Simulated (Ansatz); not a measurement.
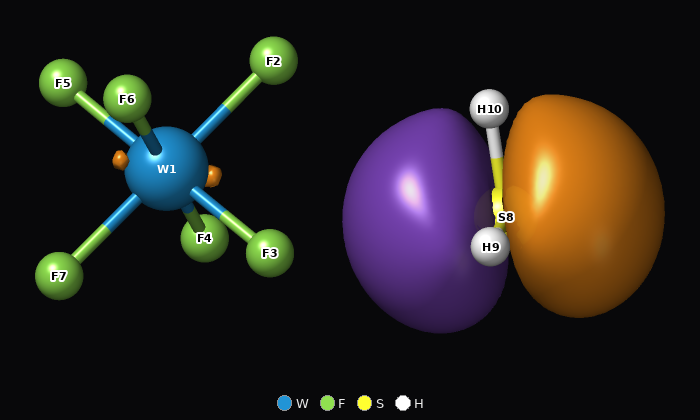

*F6W···H2S. One frontier orbital at ±0.1 Å⁻³ᐟ² (orange and purple are the two phases), seen at a tilt.*

Core potentials replace the inner electrons of W.

Theory: RKS BLYP-D4/def2-SVP (Ansatz).

```xyz
10

W    -0.2411   -0.1846   -0.2197
F    -0.1831    0.0604    1.6366
F     1.6297   -0.1260   -0.2781
F    -0.3252    1.6617   -0.4772
F    -2.1092   -0.2636   -0.1506
F    -0.1633   -2.0391    0.0334
F    -0.2929   -0.4485   -2.0711
S     2.3571    2.4017    1.9976
H     3.0916    1.3589    1.5153
H     1.6959    1.5837    2.8654
```

Which orbital is it: HOMO or LUMO?

The HOMO, at −5.94 eV. Its weight (Hirshfeld) is mainly on S8 (about 90 %); largely a lone pair of S8.
